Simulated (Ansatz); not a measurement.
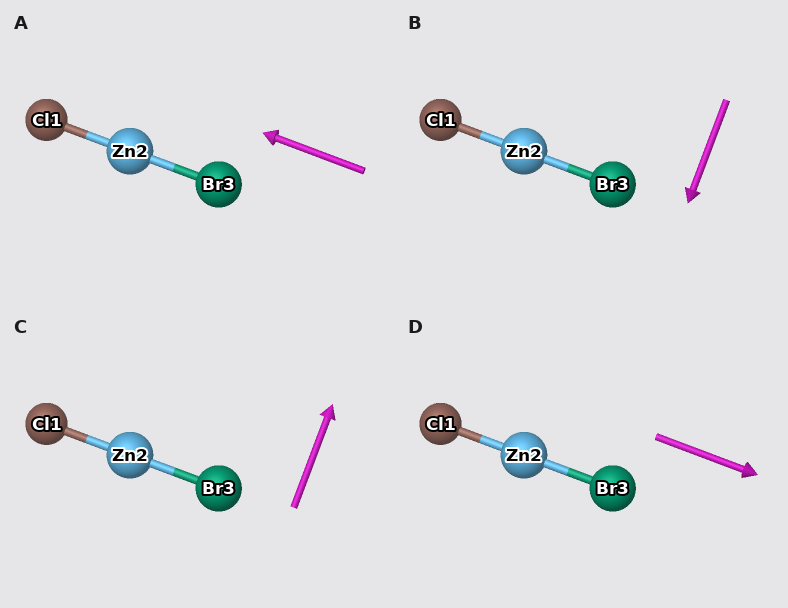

The same molecule four times, each with an arrow. The computed structure is the end point of a PBE0-D4/def2-TZVP optimisation. No frequency run is at hand to confirm it as a minimum. Properties computed with RKS PBE0-D4/def2-TZVP (Ansatz 0.2.0).

**Which arrow points along the dipole moment, from the negative to the positive end?**

D. The dipole moment is 0.30 D; it points from the side of Cl1 to the side of Br3 (the outermost atoms at the two ends).
